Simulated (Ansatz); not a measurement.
**C₂H₃FSi₂: density, localisation and related maps**

Input file:

```
crystal:
  periodic: [false, false, false]
  atoms:
    - symbol: C
      position_ang: [-0.021105, -1.065410, -0.420291]
    - symbol: C
      position_ang: [0.630895, -1.984308, -1.168444]
    - symbol: F
      position_ang: [-1.303145, 0.681069, 1.411291]
    - symbol: Si
      position_ang: [-0.428215, -0.691198, 1.341362]
    - symbol: Si
      position_ang: [-0.082026, -0.687480, -2.243639]
    - symbol: H
      position_ang: [0.816377, -0.472363, 2.125770]
    - symbol: H
      position_ang: [-1.253453, -1.781772, 1.926028]
    - symbol: H
      position_ang: [1.185970, -2.900517, -0.938727]
basis:
  gaussian:
    orbitals: def2-TZVPD
hamiltonian:
  xc: {name: PBE0}
output: {forces: true, orbitals: {seedname: orbitals}}
```

Run with:

```sh
ansatz run input.yaml --threads 1 --pin off --max-ram 2610MiB --events-out events.jsonl --progress --plain --runs-dir runs
```

Geometry: B3LYP-D3(BJ)/def2-SVP.

The calculation used Ansatz 0.2.0, isolated molecule in a Gaussian basis; Kohn-Sham density functional theory, functional PBE0.

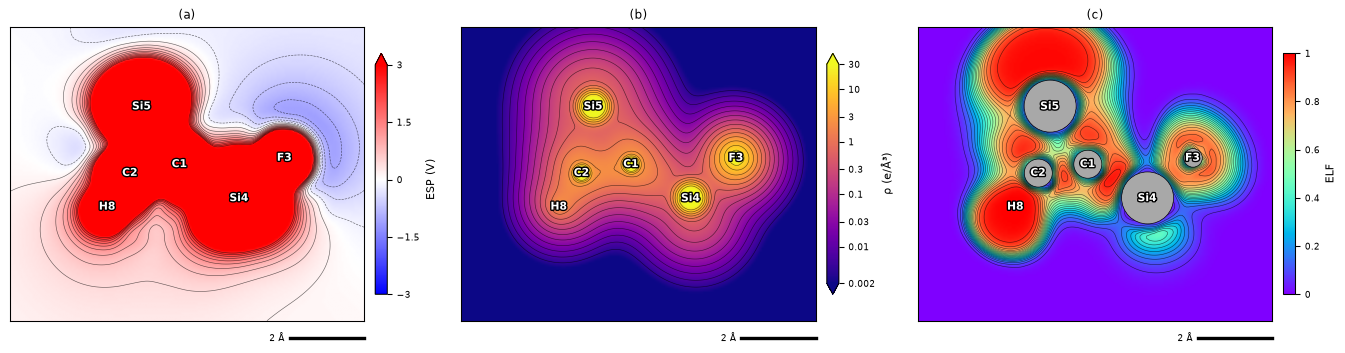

Figure 1. (a) electrostatic potential; (b) total electron density; (c) electron localisation function on the plane of atoms Si5, C2 and H8. Grey discs cover the atomic cores in the ELF map.

**Interpret the plot.**

- The section cuts through C, F, Si and H sites.
- C–C (1.35 Å): ρ at the midpoint is about 2.2 e/Å³; the ELF peaks at about 0.90 between the atoms; localised, covalent bonding.
- Si–F (1.63 Å): ρ is about 1.1 e/Å³ halfway; the ELF peaks at about 0.85 in the valence shell of F, 0.6 Å from its nucleus, and is about 0.60 at the midpoint.
- C–Si (1.83 Å): ρ at the midpoint is about 0.88 e/Å³; the ELF peaks at about 0.80 between the atoms (a covalent bond).
- C–H (1.10 Å): ρ at the midpoint is about 2 e/Å³; the ELF climbs to about 1 towards the hydrogen, as it does in any bond to H; an ordinary covalent bond to hydrogen.
- The ELF also peaks beside F3 and Si5, away from the bonds: lone-pair regions.
- Outside the dense part of the molecule the potential is most negative (−1.1 V) near F3.

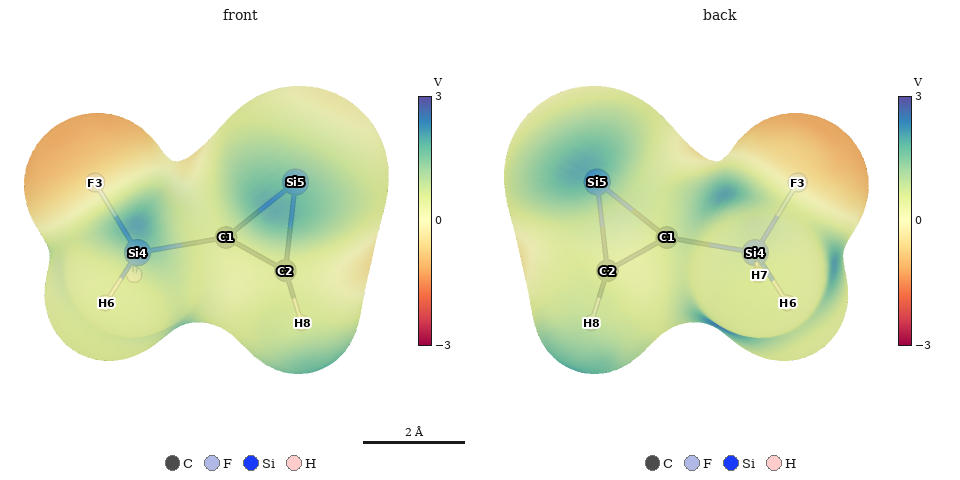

Figure 2. The molecular electrostatic potential painted on the density surface at 0.004 e/bohr³, seen from the front and from behind; red is negative and blue positive.

**Which sites attract a positive test charge, and which a negative one?**

A positive charge is drawn to the negative regions and a negative charge to the positive ones. The most negative region (about −1.1 V, or −25 kcal/mol for a unit charge) lies over F3, the most positive (about +2.2 V, or +51 kcal/mol for a unit charge) over Si4.

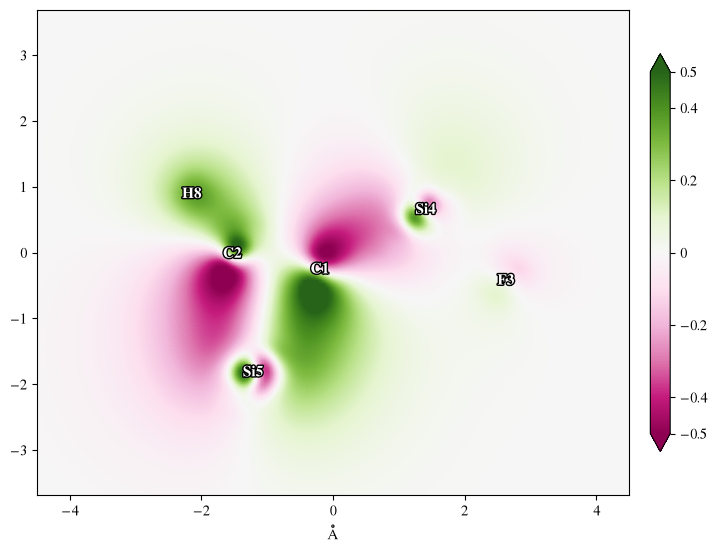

Figure 3. One frontier orbital on the plane of atoms C1, C2 and H8 (values in Å⁻³ᐟ²; the overall sign is arbitrary).

**Which orbital is it: HOMO or LUMO?**

The HOMO, at −7.28 eV. By Hirshfeld shares it lies mainly on Si5 (about 35 %), C1 (about 25 %), C2 (about 20 %) and Si4 (about 10 %).
